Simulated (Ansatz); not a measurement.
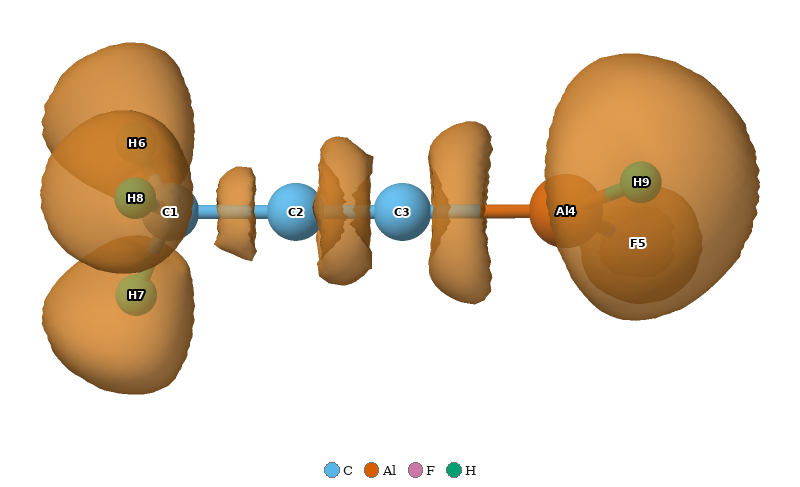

Figure. C3H4AlF. Isosurface of the electron localisation function at 0.8 (orange), seen from one side. Core shells and regions of very low density are left out.

Geometry: r2SCAN-D4/def2-SVP.

Method: isolated molecule in a Gaussian basis; Kohn-Sham density functional theory, functional PBE0 (Ansatz).

```xyz
9

C    -0.3171    0.3605   -1.8132
C    -0.4100    1.3294   -0.7391
C    -0.4946    2.1514    0.1707
Al   -0.5810    3.4085    1.5780
F    -2.0361    4.1582    1.8921
H    -0.9301   -0.5288   -1.5935
H    -0.6784    0.7888   -2.7623
H     0.7223    0.0270   -1.9641
H     0.6352    3.8083    2.4915
```

Where are the electrons localised?

The ELF exceeds this value in two regions between bonded C–C atoms (shared pairs), four regions around hydrogen nuclei, one lobe of the valence shell of C pointing towards Al (polar bonds) and one region wrapped around F (its valence shell). Profiles from the grid: C–C (1.23 Å): the ELF peaks at about 0.85 between the atoms (a multiple bond). Al–F (1.67 Å): the ELF peaks at about 0.85 in the valence shell of F, 0.6 Å from its nucleus, and is about 0.35 at the midpoint.
